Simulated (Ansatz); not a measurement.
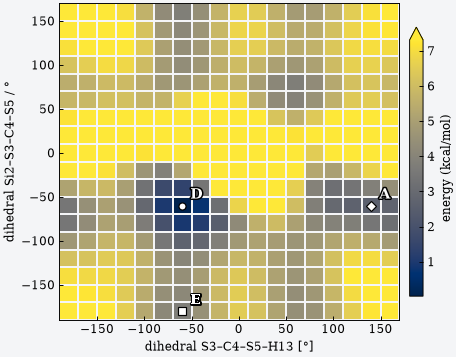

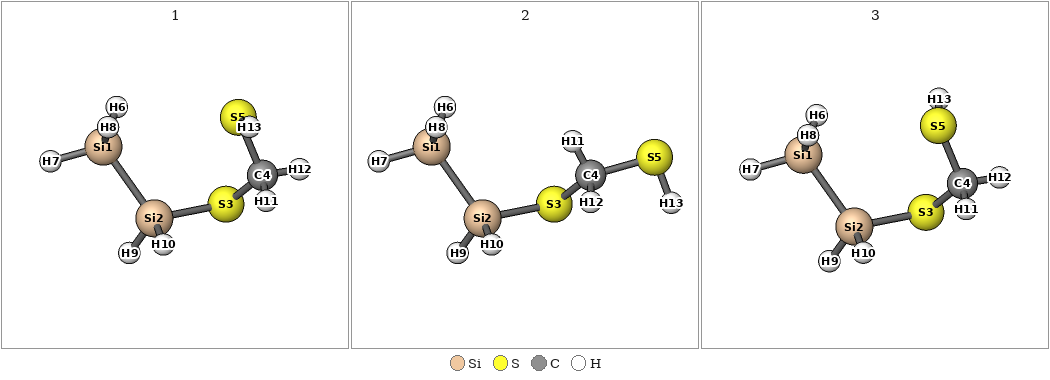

CH₈S₂Si₂, SMILES [SiH3][SiH2]SCS. 
- First axis: dihedral S3–C4–S5–H13. Second axis: dihedral Si2–S3–C4–S5.
- Nothing is relaxed (all other coordinates rigid).
- Grid: 18 × 18 points.
- Points are written as (first, second).
- All energies are given in kcal/mol relative to the relaxed molecule at the same level.
- All numbers below come from RHF/def2-SVP in Ansatz.

Drawn: one coloured cell a grid point, one colour for all values above the top of the scale, lettered points. The numbered pictures are the structures at these points, in random order.

Which structure belongs to which point?

Answer. A is structure 1: (140°, −60°), 2.6 kcal/mol; D is structure 3: (−60°, −60°), 0.019 kcal/mol; E is structure 2: (−60°, −180°), 3.8 kcal/mol.
